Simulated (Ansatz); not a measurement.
# AlFH4O: the cost of one run

Program: Ansatz 0.2.0. Level of theory: RKS PBE/def2-SVP. These are calculated values, not measurements.

## (1) The system as given

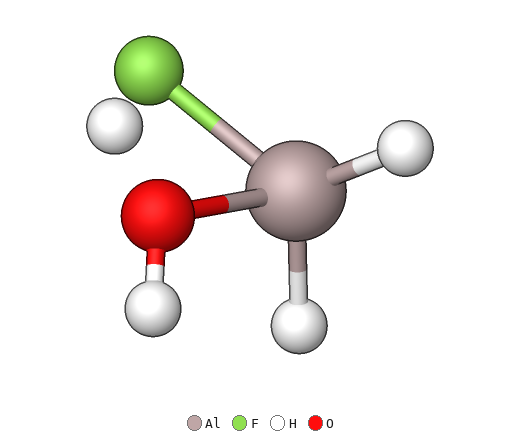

Start, viewed from a chosen angle; aluminium light grey, fluorine green, hydrogen white, oxygen red.

Coordinates:

```xyz
7

Al    0.0000    0.0000    0.0000
F     0.0000    0.0000    2.0400
H     1.3510    0.0000   -0.7800
H    -1.3510    0.0000   -0.7800
O     0.0869   -1.9720    0.6559
H    -0.4595   -2.5566    0.0397
H     0.0526   -1.1932    1.7520
```

## (2) A restrained relaxation towards end A

Springs on the bonds that form and break draw the guess towards this end; the thresholds are loose.

The input, input.yaml:

```yaml
crystal:
  periodic: [false, false, false]
  atoms:
    - { symbol: Al, position_ang: [0.0, 0.0, 0.0] }
    - { symbol: F, position_ang: [0.0, 0.0, 2.04] }
    - { symbol: H, position_ang: [1.351, 0.0, -0.78] }
    - { symbol: H, position_ang: [-1.351, 0.0, -0.78] }
    - { symbol: O, position_ang: [0.0869, -1.972, 0.6559] }
    - { symbol: H, position_ang: [-0.4595, -2.5566, 0.0397] }
    - { symbol: H, position_ang: [0.0526, -1.1932, 1.752] }
basis:
  gaussian: { orbitals: def2-SVP }
hamiltonian:
  xc: pbe
relax:
  f_tol: 0.15
  max_steps: 25
  restrain:
    - { distance: [0, 4], at: 2.98, k: 30.0 }
    - { distance: [6, 1], at: 2.12, k: 30.0 }
    - { distance: [0, 1], at: 1.69, k: 30.0 }
    - { distance: [6, 4], at: 1.01, k: 30.0 }
output:
  orbitals: {}
```

Started as:

```console
> ansatz run input.yaml --threads 1 --pin off --max-ram 2048MiB --backend cpu --events-out ev --progress --plain --runs-dir out
```

**Question.** How long does this run take on 1 thread of Arm Neoverse V2, shared host, and how much memory does it need?

About 17 s, with a peak of 0.12 GiB.
